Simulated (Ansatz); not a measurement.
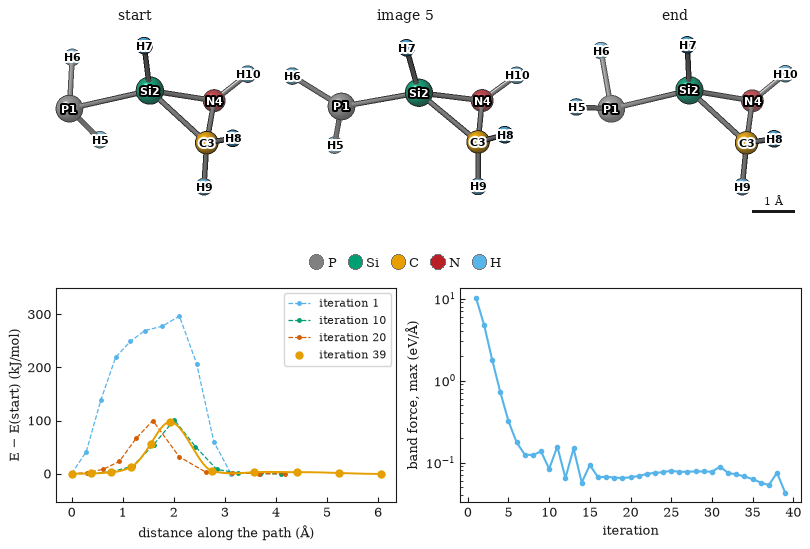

A nudged-elastic-band calculation for CH6NPSi. Images are numbered from 0 (start) to 10 (end). The plot follows the band through its iterations. A ball-and-stick model, seen at a tilt.

Theory: RKS revPBE-D4/def2-SVP (Ansatz 0.2.0). Run with 9 movable images; climbing image; force threshold 0.05 eV/Å; iteration limit 50; starting path through a guess of the saddle point.

### Judge this run.

The result is final at these settings. The band converged in 39 iterations. The largest component of the band force went from 10 to 0.043 eV/Å. The climbing image converged on the top of the path. Its vibrational analysis gives one imaginary mode (664i cm⁻¹), as a transition state must have. The first iteration put the highest image at 296.5 kJ/mol. The two ends have nearly the same energy, and the highest point, image 5, lies 97.3 kJ/mol above the start.

The run took 17 min on 1 thread of Arm Neoverse V1 (shared host), peak memory 0.13 GiB.
